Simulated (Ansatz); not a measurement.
Convergence study of the plane-wave cutoff for RbMnCuS2 (Imm2, 5 atoms in the cell)

```
CELL_PARAMETERS angstrom
     -1.99133     1.99133     6.82702
      1.99133    -1.99133     6.82702
      1.99133     1.99133    -6.82702
ATOMIC_POSITIONS crystal
  Rb 0.00366 0.00366 0.00000
  Mn 0.25000 0.75000 0.50000
  Cu 0.75000 0.25000 0.50000
  S  0.64997 0.64997 0.00000
  S  0.35003 0.35003 0.00000
```
Moments meant for the start (each program seeds them in its own way; μB, in the order of the atoms Rb Mn Cu S S): 0.0 4.0 0.0 0.0 0.0.

Computed with LDA (PW92), default PAW files made with PBE (plane waves; Ansatz, a first-principles code).

Base settings: basis.ecutwfc = 420 eV; kpoints.mp_grid.grid = 3 3 3; hamiltonian.xc = lda; hamiltonian.pseudopotentials = {kind: paw} (the program's default PAW files); magnetization.spin_polarized = true; scf.occupations.method = fermi_dirac; scf.occupations.width = 0.05 eV.

The second cell is the first with its lattice scaled by 0.98.

The mesh stays at the base's, so the ladder's end is converged at best in this setting alone.

The first pressure column holds Ansatz's estimate of the finite-basis (Pulay) stress, which hides part of the cutoff error; the other is without it.

Only quantities that move along the ladder and can be compared are tabulated.

The magnetic state is not the same in all runs (site moments differ, or a search went on to a lower state), so steps between rows are not convergence errors alone.

The count of work is k-points × plane waves × bands × iterations; it is no time. 

The starting cell comes from a database of computed structures (which also holds hypothetical and non-ambient phases and stackings), without a prior relaxation at this level. Its lattice was rescaled by up to half a per cent. One atom was moved a little off its site on purpose. With one magnetic atom in the cell only a parallel order is possible. In the base run, with a pressure of about -5 GPa the cell is away from its equilibrium volume at this level.

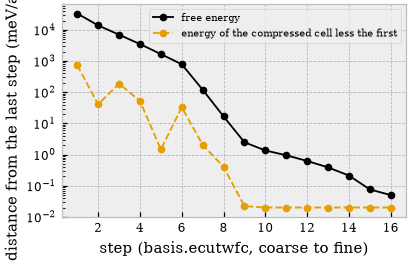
Figure. Distance from the last step along the ladder; very small values are drawn at a floor.

| basis.ecutwfc | free energy less the last step's (meV/atom) | energy of the compressed cell less the first (meV/atom) | pressure (GPa) | pressure without the Pulay estimate (GPa) | largest difference of a force vector from the last step's (eV/Å) | count of work / last |
|---|---|---|---|---|---|---|
| 145 eV | 33528.12 | -764.68 | -9.70 | -861.05 | 0.687 | 0.060 |
| 170 eV | 13935.67 | 13.22 | -6.78 | -411.20 | 0.335 | 0.069 |
| 190 eV | 7013.57 | -217.53 | -5.33 | -231.21 | 0.200 | 0.084 |
| 210 eV | 3513.64 | -79.43 | -3.09 | -131.16 | 0.077 | 0.095 |
| 230 eV | 1675.27 | -26.01 | -3.29 | -73.13 | 0.203 | 0.11 |
| 250 eV | 790.94 | 5.24 | -3.54 | -41.71 | 0.196 | 0.12 |
| 295 eV | 120.64 | -29.54 | -4.58 | -12.60 | 0.050 | 0.15 |
| 335 eV | 16.75 | -27.07 | -4.76 | -6.16 | 0.007 | 0.19 |
| 380 eV | 2.48 | -27.45 | -4.79 | -4.92 | 0.001 | 0.25 |
| 420 eV | 1.35 | -27.46 | -4.80 | -4.82 | 0.001 | 0.27 |
| 460 eV | 0.95 | -27.47 | -4.80 | -4.82 | 0.000 | 0.31 |
| 505 eV | 0.62 | -27.47 | -4.80 | -4.81 | 0.000 | 0.36 |
| 565 eV | 0.39 | -27.47 | -4.80 | -4.81 | 0.000 | 0.42 |
| 630 eV | 0.21 | -27.47 | -4.80 | -4.81 | 0.000 | 0.49 |
| 735 eV | 0.08 | -27.47 | -4.80 | -4.80 | 0.000 | 0.62 |
| 840 eV | 0.04 | -27.47 | -4.80 | -4.80 | 0.000 | 0.76 |
| 1010 eV | 0.00 | -27.47 | -4.80 | -4.80 | 0.000 | 1.0 |

Coarsest basis.ecutwfc that holds the pressure within 1 GPa of the last step, with all finer ones: 295 eV, at 0.15 of the last step's count of work; the step before is off by 1.3 GPa.

Coarsest basis.ecutwfc that holds the pressure without the Pulay estimate within 1 GPa of the last step, with all finer ones: 380 eV, at 0.25 of the last step's count of work; the step before is off by 1.4 GPa.

Coarsest basis.ecutwfc that holds the forces within 0.01 eV/Å of the last step, with all finer ones: 335 eV, at 0.19 of the last step's count of work; the step before is off by 0.050 eV/Å.

The energy difference between the two cells stays within 1 meV/atom of the last step's from 335 eV on, the total only from 460 eV on: much of the error is common to both cells and cancels.

At the lowest cutoff the pressure without the Pulay estimate lies 856 GPa under the last step's, the usual sign of Pulay stress in an incomplete plane-wave basis.

Keys are those of Ansatz 0.2.
